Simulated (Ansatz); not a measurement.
## Electronic structure of Br2Cu2 ((CuBr)2 ring) in real space

The calculation's input:

```
crystal:
  periodic: [false, false, false]
  atoms:
    - {symbol: Cu, position_ang: [-0.570314, -0.623254, -0.768926]}
    - {symbol: Br, position_ang: [1.790819, -0.489752, -0.931313]}
    - {symbol: Cu, position_ang: [0.570315, 0.623256, 0.768932]}
    - {symbol: Br, position_ang: [-1.790820, 0.489750, 0.931317]}
basis:
  gaussian: {orbitals: def2-TZVP, initial_orbitals: start.molden}
hamiltonian: {xc: pbe0, dispersion: d4}
scf: {omitted_lower_state_checks: [starts]}
output: {forces: true, orbitals: {seedname: orbitals}}
```

Run with:

```sh
ansatz run in.yaml --threads 4 --pin off --events-out ev --progress --plain --max-ram 3916MiB
```

Geometry: r2SCAN-D4/def2-SVP; not at a stationary point (largest force 0.8 eV/Å).

Theory: Ansatz 0.2.0, RKS PBE0-D4/def2-TZVP.

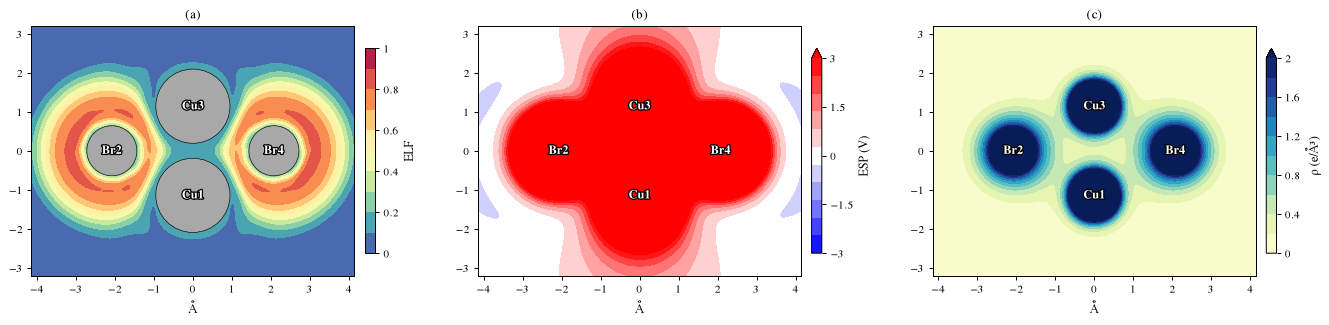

Figure 1. (a) electron localisation function; (b) electrostatic potential; (c) total electron density on the molecular plane. Grey discs cover the atomic cores in the ELF map.

Q: Describe what can be read from this map.

A:
- Atoms in the plane: Cu and Br.
- Cu–Cu (2.28 Å): ρ at the midpoint is about 0.36 e/Å³; the ELF is about 0.15 at the midpoint.
- Cu–Br (2.37 Å): the density is about 0.49 e/Å³ at the midpoint, with its minimum of 0.44 e/Å³ about 1.1 Å from Cu; the ELF peaks at about 0.75 in the valence shell of Br, 1.0 Å from its nucleus, and is about 0.45 at the midpoint.
- Outside the dense part of the molecule the potential is most negative (−0.3 V) near Br2 and Br4.

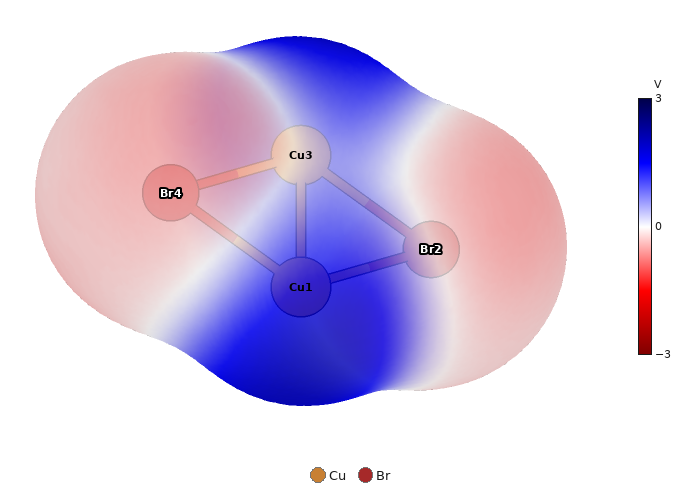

Figure 2. The molecular electrostatic potential painted on the density surface at 0.002 e/bohr³, seen at a tilt; red is negative and blue positive.

Q: Where is the surface potential most negative and most positive?

A: The most negative region (about −0.6 V) lies over Br2 and Br4, the most positive (about +2.1 V) over Cu1 and Cu3.

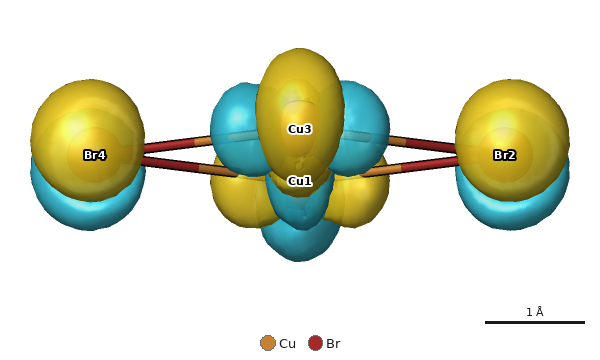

Figure 3. The HOMO at ±0.15 Å⁻³ᐟ² (yellow and cyan are the two phases), seen from one side.

Q: Describe this orbital and give its energy.

A: Its weight (Hirshfeld) is mainly on Cu1 (about 35 %), Cu3 (about 35 %), Br2 (about 15 %) and Br4 (about 15 %); it is symmetric in the molecular plane (an in-plane orbital: σ, lone-pair or in-plane π type); it is ungerade (odd under inversion). Its energy is −7.19 eV.
